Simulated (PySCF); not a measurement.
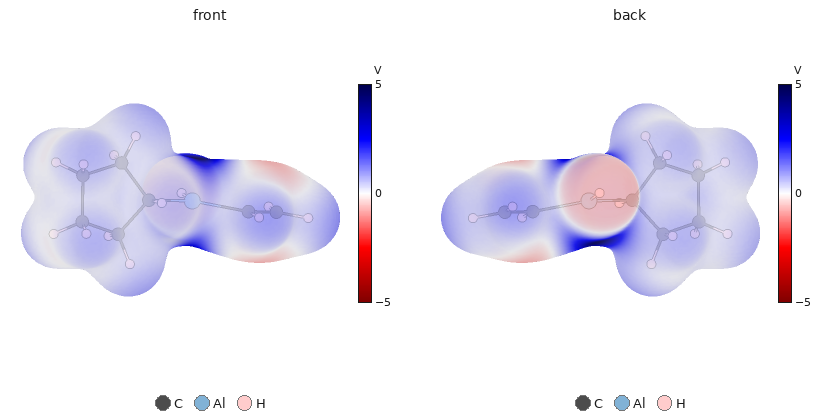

Figure. C₇H₁₃Al (SMILES C=[CH][AlH][CH]1CCCC1). The molecular electrostatic potential painted on the density surface at 0.004 e/bohr³, seen from the front and from behind; red is negative and blue positive.

Geometry: PBE0-D3(BJ)/def2-SVP.

All numbers below come from PBE0/pcSseg-1, SCF density, gas phase, non-relativistic in PySCF 2.14.0.

| atom | x (Å) | y (Å) | z (Å) |
| --- | --- | --- | --- |
| C | 4.3899 | -0.0868 | 0.1901 |
| C | 3.1671 | -0.1291 | 0.7465 |
| Al | 1.5665 | 0.1223 | -0.3368 |
| C | -0.2697 | 0.0524 | 0.3647 |
| C | -1.0865 | -1.1386 | -0.1686 |
| C | -2.5399 | -0.7972 | 0.1950 |
| C | -2.6149 | 0.7446 | 0.2019 |
| C | -1.1698 | 1.2380 | -0.0217 |
| H | 4.5310 | 0.0879 | -0.8847 |
| H | 5.3153 | -0.2227 | 0.7667 |
| H | 3.1302 | -0.3102 | 1.8308 |
| H | 1.7942 | 0.3719 | -1.8997 |
| H | -0.2407 | -0.0220 | 1.4693 |
| H | -0.7666 | -2.1105 | 0.2409 |
| H | -0.9857 | -1.2066 | -1.2679 |
| H | -3.2616 | -1.2553 | -0.4988 |
| H | -2.7698 | -1.1947 | 1.1962 |
| H | -3.2962 | 1.1313 | -0.5714 |
| H | -3.0010 | 1.1085 | 1.1665 |
| H | -0.9456 | 2.1540 | 0.5477 |
| H | -1.0267 | 1.4886 | -1.0883 |

Q: Where is the surface potential most negative and most positive?

A: The most negative region (about −0.7 V, or −16 kcal/mol for a unit charge) lies over C1, C2 and H12, the most positive (about +4.7 V, or +108 kcal/mol for a unit charge) over Al3.
